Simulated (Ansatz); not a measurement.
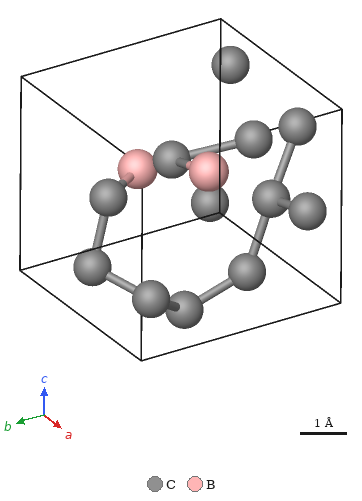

Starting frame of a dynamics run of an amorphous cell of composition BC6 (14 atoms in the cell). The picture is a ball-and-stick view of the simulation cell, seen from a free direction. Bonds to atoms that aren't drawn are left out.

Theory: DFT PBE, scalar-relativistic, plane waves, PAW (Ansatz 0.2.0).

Input file:
```yaml
crystal:
  lattice:
    - [4.972998, -0.19666, 0.022586]
    - [-0.19666, 4.929606, -0.10694]
    - [0.022586, -0.10694, 4.824463]
  atoms:
    - { symbol: C, position: [0.995688042, 0.6557914045, 0.7096613938] }
    - { symbol: C, position: [0.3729787181, 0.1757096819, 0.987739041] }
    - { symbol: C, position: [0.8419335196, 0.2546165059, 0.5395384894] }
    - { symbol: C, position: [0.872647076, 0.705577918, 0.1154619646] }
    - { symbol: C, position: [0.7360337971, 0.0064909916, 0.3514069006] }
    - { symbol: C, position: [0.2200976593, 0.3742739226, 0.4869499375] }
    - { symbol: C, position: [0.7984917329, 0.0979215671, 0.8448651209] }
    - { symbol: C, position: [0.3131406228, 0.7485400088, 0.4456751867] }
    - { symbol: C, position: [0.9674309895, 0.4505530566, 0.2785783056] }
    - { symbol: C, position: [0.3550424484, 0.0467306959, 0.5567746489] }
    - { symbol: C, position: [0.457404246, 0.9143874037, 0.2038067687] }
    - { symbol: C, position: [0.5627481081, 0.6836640939, 0.0193524577] }
    - { symbol: B, position: [0.5379226899, 0.7396170263, 0.6951505028] }
    - { symbol: B, position: [0.0455867277, 0.0813367181, 0.2558395] }
  symmetry: { detect: false }
basis:
  ecutwfc: 320
  xc_grid: 1
kpoints:
  mp_grid: { grid: [1, 1, 1], shift: [0.25, 0.25, 0.25] }
hamiltonian:
  xc: pbe
scf:
  occupations: { method: fermi_dirac, width: 0.3447 }
  lower_state_search: "off"
  convergence: { dr2_threshold: 1.0e-05 }
output:
  forces: true
  stress: true
md:
  timestep: 1.5
  n_steps: 24
  ensemble: nvt_langevin
  friction: 0.03
  temperature: 4000.0
  initial_velocities: maxwell_boltzmann
  seed: 1639
```

Command:
```bash
ansatz run input.yaml --threads 2 --pin off --max-ram 5120MiB --backend cpu --events-out ev --progress --plain --runs-dir out
```

Q: Predict how the run goes.

A: Over the second half the temperature averages 6466 K (spread ±505 K). That is above the set 4000 K, because the structure releases potential energy faster than the thermostat removes it. The potential energy in the second half lies on average 584 meV per atom below the first frame. The mean pressure there is 16.8 GPa. In the second half of the run the atoms are, in the root-mean-square, this far from where they began (common drift taken out): B 0.93 Å, C 0.74 Å. That is already a fair part of the typical shortest distance between atoms in the first frame, about 1.6 Å and still growing, as in a liquid, though 36 fs is too short to measure diffusion. Bond changes: 2 C–C bonds break between 13.5 fs and 24 fs; 5 B–C bonds form between 13.5 fs and 34 fs; 3 C–C bonds form between 26 fs and 28 fs; one B–C bond breaks at about 33 fs.

Along the run:

| time (fs) | potential energy (meV/atom) | T (K) | p (GPa) |
| --- | --- | --- | --- |
| 0.0 | 0.0 | 3714 | -13.6 |
| 3.0 | -91.7 | 4147 | -10.1 |
| 6.0 | -211.1 | 4199 | -5.2 |
| 9.0 | -352.2 | 6167 | 4.6 |
| 12.0 | -534.8 | 7778 | 12.6 |
| 15.0 | -556.8 | 7416 | 22.0 |
| 18.0 | -537.3 | 6959 | 26.9 |
| 21.0 | -597.3 | 6713 | 21.7 |
| 24.0 | -638.5 | 6638 | 13.5 |
| 27.0 | -583.6 | 6261 | 12.0 |
| 30.0 | -522.7 | 5837 | 14.7 |
| 33.0 | -578.2 | 5841 | 14.4 |
| 36.0 | -630.0 | 6929 | 16.8 |

The paths of the atoms:

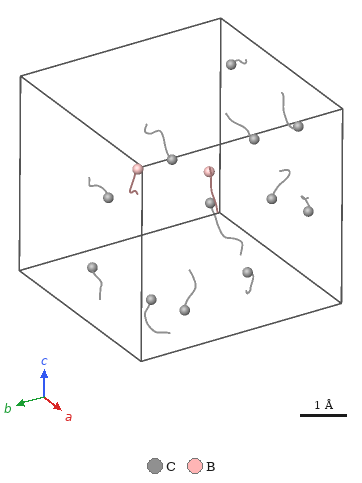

Limits of the set-up: the cutoff lies below the recommended one; the periodic images lie only 4.8 Å apart, so the values are limited by the cell's size.

Cost: 9.2 s on 2 threads of Arm Neoverse V1, on a shared host, peak memory 0.27 GiB.
